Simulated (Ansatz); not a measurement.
Consider H6N2Si···H2···HF.

Input

```
crystal:
  periodic: [false, false, false]
  atoms:
    - {symbol: Si, position_ang: [-0.733530, -0.940321, 0.232508]}
    - {symbol: H, position_ang: [1.892025, 1.486868, 2.189458]}
    - {symbol: H, position_ang: [-1.864381, -1.906637, 0.253743]}
    - {symbol: H, position_ang: [0.257439, -1.331976, 1.270855]}
    - {symbol: N, position_ang: [-1.421625, 0.609726, 0.323899]}
    - {symbol: H, position_ang: [0.972777, 0.510033, -1.144286]}
    - {symbol: N, position_ang: [0.222157, -0.960491, -1.238760]}
    - {symbol: H, position_ang: [1.883472, 1.536937, 1.443269]}
    - {symbol: F, position_ang: [1.308579, 1.400390, -0.978833]}
    - {symbol: H, position_ang: [-0.839959, 1.432875, 0.283570]}
    - {symbol: H, position_ang: [-2.306967, 0.773686, 0.770118]}
    - {symbol: H, position_ang: [-0.296995, -0.926987, -2.107182]}
    - {symbol: H, position_ang: [0.926908, -1.684102, -1.298459]}
basis:
  gaussian: {orbitals: def2-TZVPP}
hamiltonian: {xc: pbe0, dispersion: d4}
output: {orbitals: {seedname: orbitals}}
```

Launched as:

```sh
ansatz run in.yaml --threads 8 --pin off --events-out ev --progress --plain --max-ram 19148MiB
```

The product side of a reaction path; geometry: PBE0-D4/def2-TZVP.

Theory: RKS PBE0-D4/def2-TZVPP in Ansatz 0.2.0.

Predict the electron density and electron localisation function between the atoms.

Answer. Si–N (1.70 Å): ρ is about 1.2 e/Å³ halfway; the ELF peaks at about 0.90 between the atoms, as expected for a shared but strongly polarised pair.
Si–N (1.75 Å): ρ at the midpoint is about 1.1 e/Å³; the ELF peaks at about 0.90 between the atoms (a shared but strongly polarised pair).

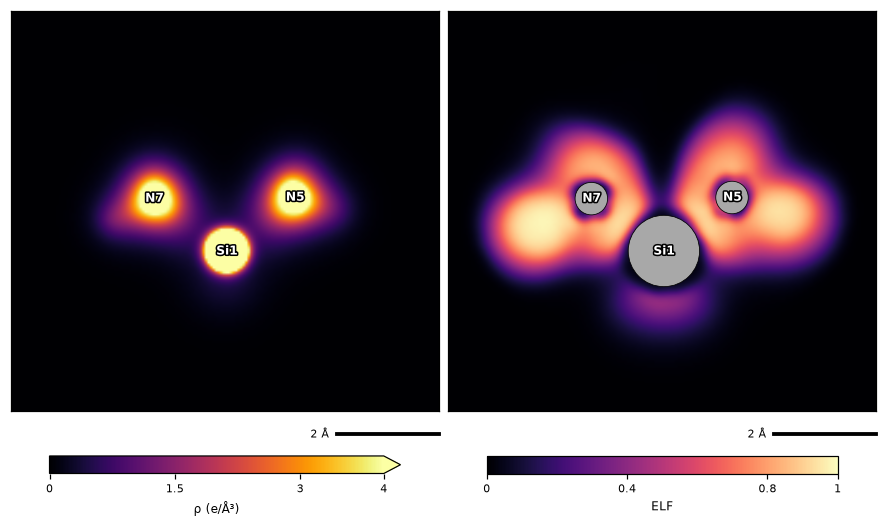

Computed electron density and electron localisation function on the plane of atoms N5, Si1 and N7, in this order. Grey discs cover the atomic cores in the ELF map. 
